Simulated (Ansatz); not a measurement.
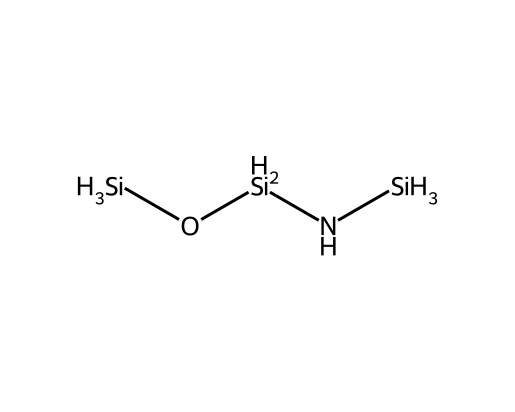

Structural formula above. The geometry was computed by an optimisation with PBE-D4/def2-SVP. No frequency run is at hand to confirm it as a minimum.

Describe the 3D structure.

Formula H₉NOSi₃. SMILES: `[SiH3]N[SiH2]O[SiH3]`. It has no ring. Among its groups: Si–H bond, Si–O bond, Si–N bond. This geometry has C1 symmetry. Coordination: 3 Si tetrahedral; 1 N trigonal planar; 1 O bent.

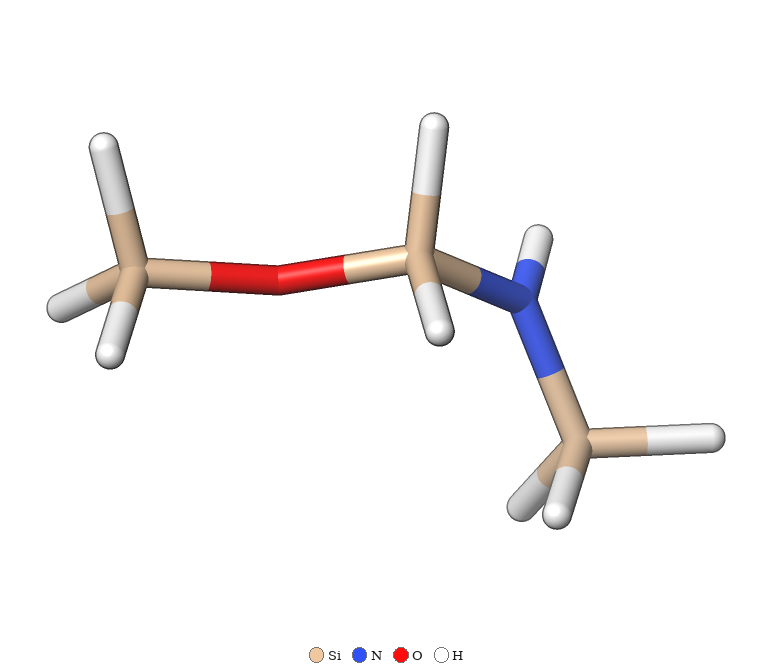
